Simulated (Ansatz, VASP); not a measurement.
# Cross-check of Bi6Te35O79 (amorphous Bi5.0O65.8Te29.2) between VASP and Ansatz

One calculation is typed for both programs; each brings its own data sets and cutoff. How far apart do they land? The cell is taken from a series of runs on this material, whose earlier steps may have relaxed or scaled it; both programs get it as it stands.

Program: Ansatz 0.2.0. Level of theory: plane waves, with VASP 6.6.1 beside it; single point at PBEsol. Results are calculated unless marked as measured.

**1. Starting point**

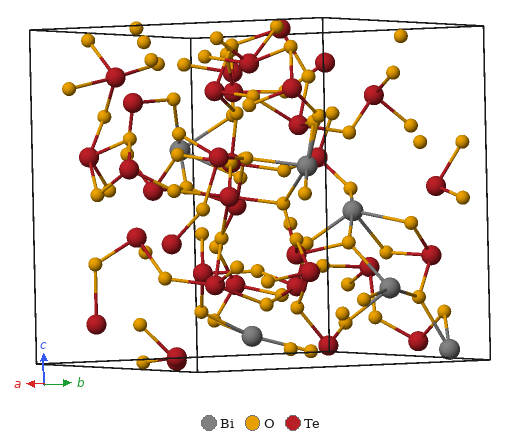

Start, viewed slightly off an axis; bismuth grey, oxygen orange, tellurium red. Bonds to atoms that aren't drawn are left out. Some periodic images of atoms are drawn too.

The cell holds 120 atoms: 6 Bi, 79 O and 35 Te. Its edges and angles: a = 12.679 Å, b = 12.679 Å, c = 12.679 Å, α = 90.0°, β = 90.0°, γ = 90.0°. 120 atoms (6 Bi, 79 O, 35 Te) packed at random and pushed apart as soft spheres at 5.69 g/cm^3; MD (Langevin at fixed volume unless said) with the MACE-MP-0b2 small potential (Batatia et al., arXiv:2401.00096), steps of 2 fs: 1 ps at 1800 K, 1800 to 1350 K in 0.6 ps, 1350 to 300 K in 6 ps; then atoms relaxed; then 150 steps at 300 K.

**2. VASP: single point, PBEsol**

A single point gives forces, pressure and levels at one fixed geometry, so differences don't come from the geometry; what else differs is listed under the comparison.

Lines of VASP's logs that name or quote its potential files are left out, and so is its time.

File INCAR:

```
SYSTEM = Bi6Te35O79
PREC = Accurate
ENCUT = 520
EDIFF = 1E-05
NELM = 100
ISMEAR = -1
SIGMA = 0.025
LREAL = Auto
ALGO = Fast
GGA = PS
NBANDS = 471
LORBIT = 11
LWAVE = .FALSE.
LCHARG = .FALSE.
ISIF = 2
```

File POSCAR:

```
Bi6Te35O79
1.0
   12.6787500000      0.0000000000      0.0000000000
    0.0000000000     12.6787500000      0.0000000000
    0.0000000000      0.0000000000     12.6787500000
Bi O Te
6 79 35
Direct
    0.7392600000      0.7942200000      0.5700400000
    0.2252600000      0.3123400000      0.0907500000
    0.5108400000      0.9425900000      0.2048400000
    0.2448000000      0.9957200000      0.0256400000
    0.1638700000      0.0461200000      0.6589200000
    0.3720300000      0.7456400000      0.4467300000
    0.1427200000      0.6885900000      0.1356500000
    0.1789700000      0.4166500000      0.8209100000
    0.9800900000      0.7839100000      0.2177800000
    0.7910200000      0.0929400000      0.2999700000
    0.6300900000      0.6501600000      0.4651700000
    0.2369200000      0.7826200000      0.3241800000
    0.0305800000      0.3097400000      0.2191500000
    0.2802100000      0.1289400000      0.5413100000
    0.4112400000      0.7601100000      0.6795700000
    0.1210200000      0.4548700000      0.0433500000
    0.2966800000      0.1007300000      0.8066600000
    0.4435100000      0.6246500000      0.3515800000
    0.7486200000      0.5528900000      0.2748500000
    0.1663400000      0.2279900000      0.9516800000
    0.0069500000      0.9233100000      0.6558900000
    0.4619900000      0.6529400000      0.8496800000
    0.6892900000      0.6733500000      0.9932200000
    0.5358700000      0.5345600000      0.1695900000
    0.3621100000      0.2160200000      0.1639600000
    0.8953600000      0.9900400000      0.1165800000
    0.6759100000      0.0822900000      0.5244000000
    0.9633400000      0.5587900000      0.4428000000
    0.9893700000      0.4964300000      0.6705600000
    0.2065800000      0.8306200000      0.9707200000
[... 84 atom lines left out ...]
    0.4286600000      0.0964800000      0.5295900000
    0.6842300000      0.8234400000      0.0326000000
    0.0372100000      0.8473100000      0.5256200000
    0.9416700000      0.4377100000      0.3436500000
    0.4394600000      0.3708200000      0.6021900000
    0.7079400000      0.5090300000      0.4889400000
```

File KPOINTS:

```
Automatic mesh
0
Gamma
1 1 1
0 0 0
```

Potentials, in the order of the species: Bi_d, O and Te (PBE family, release 64).

Run with:

```sh
> export OMP_NUM_THREADS=5
> mpirun -np 1 vasp_gam
```

Numbers of over 12 decimals in the logs are rounded to 6 here.

The log of the run:

```text
[banner, memory and clock lines left out]
running    1 mpi-ranks, on    1 nodes
[...]
Offloading initialized ...    1 GPUs detected
[...]
|                                                                             |
|               ----> ADVICE to this user running VASP <----                  |
|                                                                             |
|     You enforced a specific xc type in the INCAR file but a different       |
|     [... a line on the potential file left out ...]
|     I HOPE YOU KNOW WHAT YOU ARE DOING!                                     |
|                                                                             |

 LDA part: xc-table for (Slater+PW92), standard interpolation
 POSCAR, INCAR and KPOINTS ok, starting setup
[...]
entering main loop
       N       E                     dE             d eps       ncg     rms          rms(c)
DAV:   1     0.905604360885E+04    0.90560E+04   -0.41728E+05   950   0.168E+03
DAV:   2     0.555689605587E+03   -0.85004E+04   -0.81128E+04  1110   0.412E+02
DAV:   3    -0.716693752587E+03   -0.12724E+04   -0.12328E+04  1069   0.178E+02
DAV:   4    -0.813442121617E+03   -0.96748E+02   -0.95425E+02  1276   0.526E+01
[...]
RMM:  15    -0.675521768685E+03   -0.11263E-03   -0.10619E-03  1609   0.370E-02    0.139E-01
RMM:  16    -0.675521808149E+03   -0.39463E-04   -0.35045E-04  1352   0.240E-02    0.923E-02
RMM:  17    -0.675521814586E+03   -0.64375E-05   -0.99120E-05  1224   0.117E-02
   1 F= -.67552181E+03 E0= -.67552181E+03  d E =-.271383E-10
```

From OUTCAR (step 2):

```text
  Total       -0.7650774    -15.1979415    -32.1209905      2.9344659      4.9758022      5.6309489
  in kB       -0.6014321    -11.9471973    -25.2505124      2.3068021      3.9115094      4.4265243
  external PRESSURE =     -12.5997140 kB  Pullay stress =       0.0000000 kB

 POSITION                                       TOTAL-FORCE (eV/Angst)
 -----------------------------------------------------------------------------------
      9.37289     10.06972      7.22739         0.074777     -0.227217      0.780390
      2.85602      3.96008      1.15060        -0.346237      0.380208     -0.653458
      6.47681     11.95086      2.59712         1.030104      0.548082      1.258805
      3.10376     12.62448      0.32508        -1.409481     -0.015381     -0.278931
      2.07767      0.58474      8.35428        -0.735046     -0.409369      0.194128
      4.71688      9.45378      5.66398         0.071194      0.738028      0.138554
[...]
12.22827      4.98807     11.36929         0.501894     -0.414427     -0.036727
      6.94187     10.25609      1.32696         0.298426     -0.449711     -0.238462
      1.19840      2.68384      7.25922         0.823162     -0.913506      0.202898
     10.36399      3.34922     12.67583        -0.030912     -0.326564      0.216166
     11.41962      0.96333     10.43677        -0.694752     -0.540819     -0.267746
      5.04297     11.49544     10.82334        -0.158577      0.140196     -0.170305
      7.66405      2.76612     11.40973        -0.174156     -0.058868     -0.271265
[...]
-----------------------------------------------------------------------------------
    total drift:                               -0.003552      0.051521     -0.075460

  FREE ENERGIE OF THE ION-ELECTRON SYSTEM (eV)
  ---------------------------------------------------
  free  energy   TOTEN  =      -675.5218145861 eV

  energy  without entropy=     -675.5218145861  energy(sigma->0) =     -675.52181459

[... 3 further parts left out ...]
[key lines of the parts left out:]
E-fermi :   4.6335
```

The run ends at a pressure of -1.26 GPa, with forces up to 2.8 eV/Å.

**3. Ansatz: single point, PBEsol**

Ansatz runs on its default PAW (the set named soft_2) files.

The same cell, functional, mesh and smearing now go to Ansatz, which takes its cutoff from its data sets.

File input.yaml:

```yaml
crystal:
  lattice:
    - [12.67875, 0.0, 0.0]
    - [0.0, 12.67875, 0.0]
    - [0.0, 0.0, 12.67875]
  atoms:
    - { symbol: Bi, position: [0.73926, 0.79422, 0.57004] }
    - { symbol: Bi, position: [0.22526, 0.31234, 0.09075] }
    - { symbol: Bi, position: [0.51084, 0.94259, 0.20484] }
    - { symbol: Bi, position: [0.2448, 0.99572, 0.02564] }
    - { symbol: Bi, position: [0.16387, 0.04612, 0.65892] }
    - { symbol: Bi, position: [0.37203, 0.74564, 0.44673] }
    - { symbol: O, position: [0.14272, 0.68859, 0.13565] }
    - { symbol: O, position: [0.17897, 0.41665, 0.82091] }
    - { symbol: O, position: [0.98009, 0.78391, 0.21778] }
    - { symbol: O, position: [0.79102, 0.09294, 0.29997] }
    - { symbol: O, position: [0.63009, 0.65016, 0.46517] }
    - { symbol: O, position: [0.23692, 0.78262, 0.32418] }
    - { symbol: O, position: [0.03058, 0.30974, 0.21915] }
    - { symbol: O, position: [0.28021, 0.12894, 0.54131] }
    - { symbol: O, position: [0.41124, 0.76011, 0.67957] }
    - { symbol: O, position: [0.12102, 0.45487, 0.04335] }
    - { symbol: O, position: [0.29668, 0.10073, 0.80666] }
    - { symbol: O, position: [0.44351, 0.62465, 0.35158] }
    - { symbol: O, position: [0.74862, 0.55289, 0.27485] }
    - { symbol: O, position: [0.16634, 0.22799, 0.95168] }
    - { symbol: O, position: [0.00695, 0.92331, 0.65589] }
    - { symbol: O, position: [0.46199, 0.65294, 0.84968] }
    - { symbol: O, position: [0.68929, 0.67335, 0.99322] }
    - { symbol: O, position: [0.53587, 0.53456, 0.16959] }
    - { symbol: O, position: [0.36211, 0.21602, 0.16396] }
    - { symbol: O, position: [0.89536, 0.99004, 0.11658] }
    - { symbol: O, position: [0.67591, 0.08229, 0.5244] }
    - { symbol: O, position: [0.96334, 0.55879, 0.4428] }
    - { symbol: O, position: [0.98937, 0.49643, 0.67056] }
    - { symbol: O, position: [0.20658, 0.83062, 0.97072] }
[... 84 atom lines left out ...]
    - { symbol: Te, position: [0.42866, 0.09648, 0.52959] }
    - { symbol: Te, position: [0.68423, 0.82344, 0.0326] }
    - { symbol: Te, position: [0.03721, 0.84731, 0.52562] }
    - { symbol: Te, position: [0.94167, 0.43771, 0.34365] }
    - { symbol: Te, position: [0.43946, 0.37082, 0.60219] }
    - { symbol: Te, position: [0.70794, 0.50903, 0.48894] }
kpoints:
  mp_grid: { grid: [1, 1, 1] }
hamiltonian:
  xc: pbesol
scf:
  occupations: { method: fermi_dirac, width: 0.025 }
output:
  forces: true
```

Run with:

```sh
> ansatz run input.yaml --threads 8 --pin off --max-ram 15872MiB --backend cpu --events-out ev --progress --plain --runs-dir out
```

The log of the run:

```text
Engine: ansatz 0.2.0, aarch64-unknown-linux-gnu
Pseudopotentials: kind: paw
Pseudopotential: Bi, paw, valence charge 15, recommended cutoff 420 eV (normal), Bi.paw.azcp
Pseudopotential: O, paw, valence charge 6, recommended cutoff 420 eV (normal), O.paw.azcp
Pseudopotential: Te, paw, valence charge 16, recommended cutoff 420 eV (normal), Te.paw.azcp
Functional definition: PBEsol
  exchange = pbesol_x
  correlation = pbesol_c
Crystal: 120 atoms, lattice volume = 2038.118 Å³
Basis set: ecut = 420 eV, 39607 PW (Γ), exchange–correlation on 180×180×180 points (8 copies of the dense FFT grid, shifted against one another)
Bands: 682, of which v1, the nominal top of the filled ones, is band 562 counted from 1 (561 counted from 0)
Symmetry: 1 space group operations
Space group: P1 (ITA 1), of the structure as read, at distance tolerance 1.3e-4 Å
k-points: 1
Non-local potential: Bi, projectors of the file, l = 0: 2, l = 1: 2, l = 2: 2, l = 3: 2
Non-local potential: O, projectors of the file, l = 0: 2, l = 1: 2, l = 2: 1
Non-local potential: Te, projectors of the file, l = 0: 2, l = 1: 2, l = 2: 2, l = 3: 2
PAW form: soft (Blöchl's): semilocal exchange-correlation on the pseudo side does not see the compensation charge
PAW frozen core: Bi, regenerated for the run's functional, and the local potential with it (the file was generated under x = pbe(κ = 0.804, μ = 0.219515), c = pbe(β = 0.066725))
PAW frozen core: O, regenerated for the run's functional, and the local potential with it (the file was generated under x = pbe(κ = 0.804, μ = 0.219515), c = pbe(β = 0.066725))
PAW frozen core: Te, regenerated for the run's functional, and the local potential with it (the file was generated under x = pbe(κ = 0.804, μ = 0.219515), c = pbe(β = 0.066725))
PAW one-centre angular grid: Bi, 590 points (default); XC on 64 Gauss nodes
PAW one-centre angular grid: O, 110 points (default); XC on 64 Gauss nodes
PAW one-centre angular grid: Te, 590 points (default); XC on 64 Gauss nodes
Initial density: superposition of atomic densities (neutral atoms: chi_scale 0, normalization atom), corrected by the library's trained network
Initial wavefunctions: pseudopotential atomic-orbital guess
Functional: x = pbesol(κ = 0.804, μ = 0.123457), c = pbesol(β = 0.046)
SCF iter   1: F=—  HF=-359224.179773 eV  |F-HF|=—  |Δ(HF+E_count)|=         —  Δρ=1.32e-2  dr2=3.18e0  ethr=1.77e-3  ⟨swp⟩=6.0  Hψ=2736  notcnv=0  defer=1
preconditioner: auto → Resta (q_TF=auto, 2.471 Å⁻¹)  ε∞=4.1  [insulator: Δε(μ)=1.816 eV  Ē_g=12.912 eV  σ=0.025 eV  W_gap=1.00  n_scr=484 (ndim 8)  ℏωp=22.9 eV  f_vac=0.142  D(μ)=0.00/eV (n_scr^D=0)  ε∞_Penn≈4.1]
SCF iter   2: F=—  HF=-359223.462166 eV  |F-HF|=—  |Δ(HF+E_count)|=   7.18e-1  Δρ=3.93e-3  dr2=2.56e-1  ethr=2.83e-4  ⟨swp⟩=2.0  Hψ=1092  notcnv=0  defer=116
SCF iter   3: F=—  HF=-359223.416098 eV  |F-HF|=—  |Δ(HF+E_count)|=   4.61e-2  Δρ=1.46e-3  dr2=4.68e-2  ethr=2.27e-5  ⟨swp⟩=2.0  Hψ=873  notcnv=0  defer=86
automatic band count: iteration 3 solves 652 bands in place of 682: the levels show a gap, and the empty bands left out lie too high to hold charge; the band table lists the bands solved (type scf.n_extra_bands for more)
SCF iter   4: F=—  HF=-359223.415752 eV  |F-HF|=—  |Δ(HF+E_count)|=   3.46e-4  Δρ=1.03e-3  dr2=2.09e-2  ethr=4.16e-6  ⟨swp⟩=2.0  Hψ=864  notcnv=0  defer=86
SCF iter   5: F=—  HF=-359223.413233 eV  |F-HF|=—  |Δ(HF+E_count)|=   2.52e-3  Δρ=2.33e-4  dr2=1.36e-3  ethr=1.86e-6  ⟨swp⟩=2.0  Hψ=876  notcnv=0  defer=86
SCF iter   6: F=—  HF=-359223.413690 eV  |F-HF|=—  |Δ(HF+E_count)|=   4.58e-4  Δρ=1.82e-4  dr2=7.23e-4  ethr=1.21e-7  ⟨swp⟩=2.0  Hψ=953  notcnv=0  defer=86
SCF iter   7: F=—  HF=-359223.413660 eV  |F-HF|=—  |Δ(HF+E_count)|=   3.02e-5  Δρ=5.28e-5  dr2=6.35e-5  ethr=6.43e-8  ⟨swp⟩=2.0  Hψ=849  notcnv=0  defer=86
SCF iter   8: F=—  HF=-359223.414633 eV  |F-HF|=—  |Δ(HF+E_count)|=   9.73e-4  Δρ=3.62e-5  dr2=3.01e-5  ethr=5.65e-9  ⟨swp⟩=2.0  Hψ=1066  notcnv=0  defer=86
SCF iter   9: F=—  HF=-359223.414640 eV  |F-HF|=—  |Δ(HF+E_count)|=   6.71e-6  Δρ=1.54e-5  dr2=5.30e-6  ethr=2.68e-9  ⟨swp⟩=2.0  Hψ=923  notcnv=0  defer=86
SCF iter  10: F=—  HF=-359223.414641 eV  |F-HF|=—  |Δ(HF+E_count)|=   1.66e-6  Δρ=5.82e-6  dr2=1.03e-6  ethr=4.71e-10  ⟨swp⟩=2.0  Hψ=853  notcnv=0  defer=86
SCF iter  11: F=—  HF=-359223.414643 eV  |F-HF|=—  |Δ(HF+E_count)|=   1.46e-6  Δρ=5.94e-6  dr2=7.65e-7  ethr=9.13e-11  ⟨swp⟩=2.0  Hψ=923  notcnv=0  defer=86
SCF iter  12: F=-359223.414643 eV  HF=-359223.414643 eV  |F-HF|=7.36e-8  |Δ(HF+E_count)|=   1.11e-7  Δρ=1.77e-6  dr2=7.52e-8  ethr=8.90e-12  ⟨swp⟩=3.0  Hψ=1987  notcnv=0
SCF 1 converged in 12 iterations: F = -359223.414643 eV  dr2 = 7.52e-8
  greatest PAW one-centre occupation: 0.999 electrons in one spin orbital (limit 2), on the Te atom at site 97 (counted from 0), in its partial waves of l = 2
SCF converged after 12 iterations
Free energy (F): -359223.414643 eV
Harris-Foulkes:  -359223.414643 eV  (|F-HF|=7.36e-8)
Internal energy: -359223.414643 eV  (E = F + TS)
E sigma→0 (E₀):  -359223.414643 eV
Fermi energy:    7.820205 eV
--- Per-component energies (eV) ---
  E_band       = -11995.975183
  E_kinetic    = 21900.554278
  E_local      = -96092.487733  (includes V_loc(G=0)·N_el)
  E_nonlocal   = -3565.260337
  E_hartree    = 47730.839853
  E_xc         = -10951.125424
  E_vxc        = -11860.733190  (∫ρ·V_xc dr)
  E_paw        = -235547.007517  (= ΣΔE_a)
  E_vpaw       = -17839.888743  (= ΣTr[D̂ρ^β])
  E_aug_tail   = 0.180163  (compensation charges beyond the density's cutoff)
  E_ewald      = -82715.552715
  E_core_change = 16.444790  (= ΣΔE_core)
  E_smearing   = -0.000000  (= −TS)
  E_closure    = -0.000000  (closes the sum)
  Σ components = -359223.414643   (vs F -359223.414643, Δ=0.00e0)
--- Forces (eV/Å), atoms counted from 1 ---
  atom   1  Bi     0.09684544    -0.26636001     0.82572084
  atom   2  Bi    -0.35063650     0.34213669    -0.67549684
  atom   3  Bi     1.03951801     0.49613060     1.23772595
  atom   4  Bi    -1.44663949    -0.10325764    -0.25366102
  atom   5  Bi    -0.72634895    -0.40374901     0.18629480
  atom   6  Bi     0.04204881     0.69386561     0.10840984
  atom   7  O      0.53272928    -1.27991154     1.18966295
  atom   8  O     -0.81430878     0.16066406     0.21117567
  atom   9  O      0.10380322    -0.15186277    -0.12083004
  atom  10  O     -0.79403874     0.35841804     0.44677269
  atom  11  O     -0.53147200     0.52199156    -0.30520524
  atom  12  O      0.55555177     0.97829046     0.41476254
  atom  13  O      0.20536945    -0.69669473     0.10060598
  atom  14  O     -0.66205726    -0.25467370     0.04058152
  atom  15  O     -0.73740720     0.51707906    -0.02604054
  atom  16  O     -0.52411474     0.39811628    -1.31133218
  atom  17  O      1.01417082    -1.01802616    -0.49628992
  atom  18  O     -0.14786963    -0.50165168    -0.32157737
  atom  19  O      0.17995066    -0.81483965     0.11947766
  atom  20  O     -0.08267913    -0.07181892    -0.77182498
  atom  21  O      0.60564558    -0.41319240    -0.02517004
  atom  22  O     -0.08141087    -0.13924734    -0.17462216
  atom  23  O      0.57194054    -0.41970590    -0.42153714
  atom  24  O     -0.13366394    -0.22562132     0.77393798
[...]
atom 113  Te     0.22155362     0.30233343    -0.14679568
  atom 114  Te     0.41122846     0.44926517     1.01961319
  atom 115  Te     1.13867303     0.59951837    -0.41291773
  atom 116  Te     0.90314239     0.53850014     0.21907692
  atom 117  Te     0.07109686     2.61388521     0.35503470
  atom 118  Te     0.99891190    -0.65389680     0.90623691
  atom 119  Te    -0.84415707    -0.38192241    -0.96372466
  atom 120  Te    -1.19464566    -1.56348389     0.26090047
  max |Σ_I F_I| component: 7.85e-5 eV/Å
```

In the SCF lines HF is the Harris–Foulkes energy and dr2 the Hartree energy of the density residual, in eV; the loop may stop once dr2 is under the threshold and the program's other checks hold. Hψ counts applications of the Hamiltonian.

**4. Side by side**

Known differences besides the PAW data sets themselves: the data sets hold 1124 valence electrons in Ansatz (default PAW (the set named soft_2) files) and 774 in VASP; the cutoff is 420 eV in Ansatz and 520 eV in VASP (PREC = Accurate, projectors in real space); Ansatz makes its cores anew for this functional, VASP keeps those of its PBE data sets; VASP leaves aspherical gradient terms in its spheres out (LASPH is not set), Ansatz keeps them. Total energies have different zeros and are not compared.

The two programs side by side:

```csv
quantity,Ansatz,VASP,difference
gap on the k mesh (eV),1.822,1.794,+0.028
```

Forces on 10 of the 120 atoms, picked by the larger force of the two programs (eV/Å; atoms numbered as in POSCAR):

```csv
atom,"Ansatz x, y, z","VASP x, y, z"
O7,"0.533, -1.280, 1.190","0.595, -1.370, 1.259"
O47,"-0.932, -1.227, -1.420","-1.000, -1.381, -1.480"
O83,"-1.562, -0.225, -0.390","-1.762, -0.318, -0.289"
Te94,"-0.874, -0.843, -1.429","-0.861, -0.941, -1.309"
Te97,"1.021, -1.377, -0.826","0.975, -1.299, -0.809"
Te107,"0.640, 0.256, 1.554","0.633, 0.466, 1.615"
Te108,"-0.155, 1.750, 0.788","-0.207, 1.687, 0.726"
Te109,"0.460, 2.693, 0.136","0.343, 2.749, 0.053"
Te117,"0.071, 2.614, 0.355","0.168, 2.480, 0.368"
Te120,"-1.195, -1.563, 0.261","-1.089, -1.551, 0.208"
```

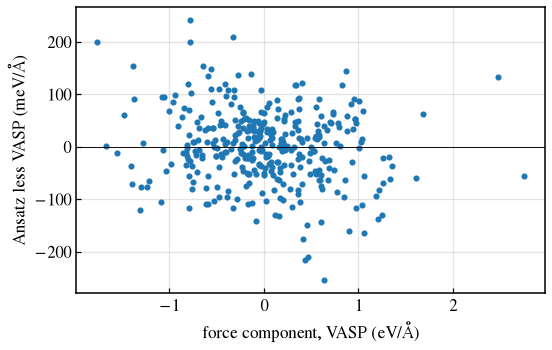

Difference of the force components against their size.

The forces differ by 70 meV/Å r.m.s., which is 10.9 % of the r.m.s. force of 0.64 eV/Å (both taken over all components).

**5. Outcome**

```yaml
r_m_s_force_difference_single_point_pbesol: 11 % of the r.m.s. force
```

**Reading.** The r.m.s. force difference is 11 % of the r.m.s. force (single point, PBEsol), beyond the 3 % picked in this series as the mark of a large difference. No further run was made for the single point, PBEsol pair; the unlike valence counts (1124 against 774 electrons) are a candidate cause, untested here. How closely two codes agree says nothing of how well the functional describes the real material.

[Lines on the potential files, build, host, timing and source positions are cut from VASP's logs without a mark.]

[Logs are printed without paths, hosts, clocks, repeated set-up lines and the standing remarks that a program may print on its own settings, such as how far it seeks lower states.]

[Hosts, paths, dates, database ids (printed as entryN), source tags and the programs' standing remarks are cut or masked in the printed files.]
